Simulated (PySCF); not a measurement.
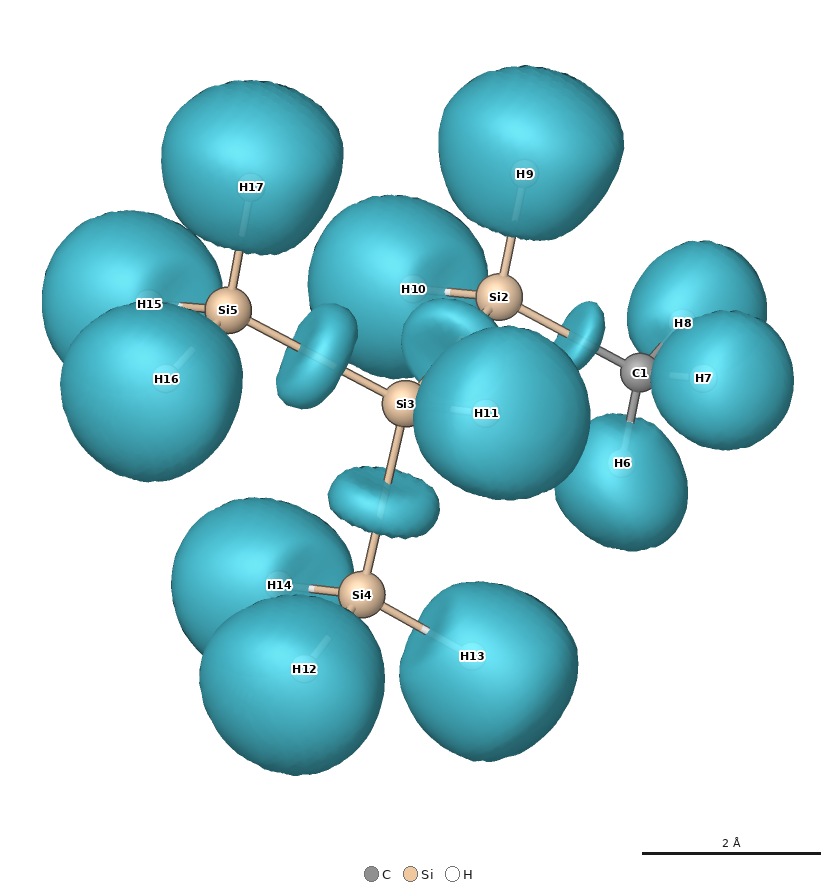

*CH12Si4 (SMILES C[SiH2][SiH]([SiH3])[SiH3]). Isosurface of the electron localisation function at 0.9 (cyan), seen at a tilt. Core shells and regions of very low density are left out.*

Geometry: PBE0-D3(BJ)/def2-SVP.

Theory: PySCF 2.14.0, PBE0/def2-SVPD, SCF density, gas phase.

```xyz
17

C     2.2972   -1.6571   -0.1386
Si    1.6461    0.1035   -0.2984
Si   -0.4706    0.3186    0.6912
Si   -1.9481   -1.1664   -0.3612
Si   -1.2755    2.5027    0.4202
H     1.6050   -2.3736   -0.6068
H     2.4072   -1.9325    0.9214
H     3.2793   -1.7574   -0.6257
H     2.5944    1.0757    0.3333
H     1.5030    0.4823   -1.7411
H    -0.3959   -0.0152    2.1525
H    -3.3133   -1.1053    0.2463
H    -1.4456   -2.5733   -0.2643
H    -2.0512   -0.8024   -1.8091
H    -1.3627    2.8038   -1.0429
H    -2.6379    2.6514    1.0199
H    -0.3583    3.4963    1.0593
```

Question: Describe the localisation domains.

Answer: The surface consists of one region between bonded C–Si atoms (shared pairs), three regions between bonded Si–Si atoms (shared pairs) and twelve regions around hydrogen nuclei. Along the contacts the grid gives the following. C–Si (1.88 Å): the ELF peaks at about 0.95 between the atoms (a covalent bond). Si–Si (2.34 Å): the ELF peaks at about 1 between the atoms (a covalent bond).
